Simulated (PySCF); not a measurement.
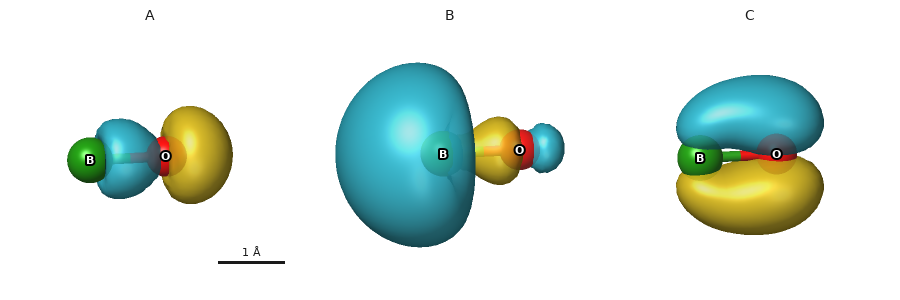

BO (doublet). Three frontier β-spin orbitals, each drawn at the value that holds 80 % of its norm (yellow and cyan are the two phases), in no order; of a degenerate pair one member is drawn.

Method: PBE0/cc-pVDZ(-PP), non-relativistic Hamiltonian with scalar-relativistic core potentials where named, at a bond length of 1.208 Å (PySCF).

> Name the orbitals and rank them from lowest to highest energy.

Orbital A: σ, occupied in this spin, −12.21 eV; mainly on O (80 %).
Orbital C: π, occupied in this spin, −10.49 eV; mainly on O (75 %).
Orbital B: σ, empty in this spin, −4.22 eV; mainly on B (90 %).
